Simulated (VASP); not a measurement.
Band structure of P (relaxed from the bcc structure, space group Im-3m). Level of theory: PBEsol GGA, VASP's PBE PAW potentials (set 64) (plane waves; VASP).

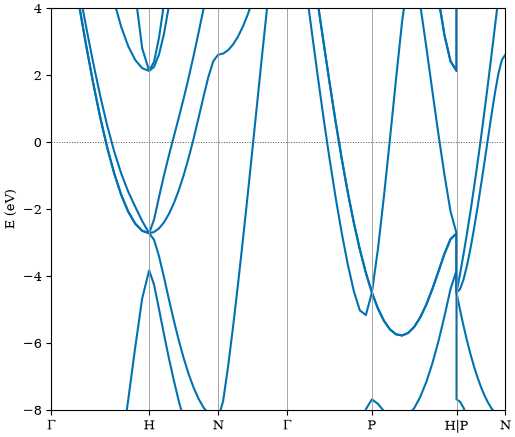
Figure: Bands along high-symmetry lines, zero at the valence-band maximum or, without a gap, the Fermi level

Read the plot: is there a gap, and where are the band edges?

It has no gap at this level: it comes out as a metal or semimetal. (Edges off the drawn lines would not show.)

The structure was generated: P was put into the bcc type (Im-3m), which need not be its known phase. It was relaxed first, which changed the volume by -7 %.
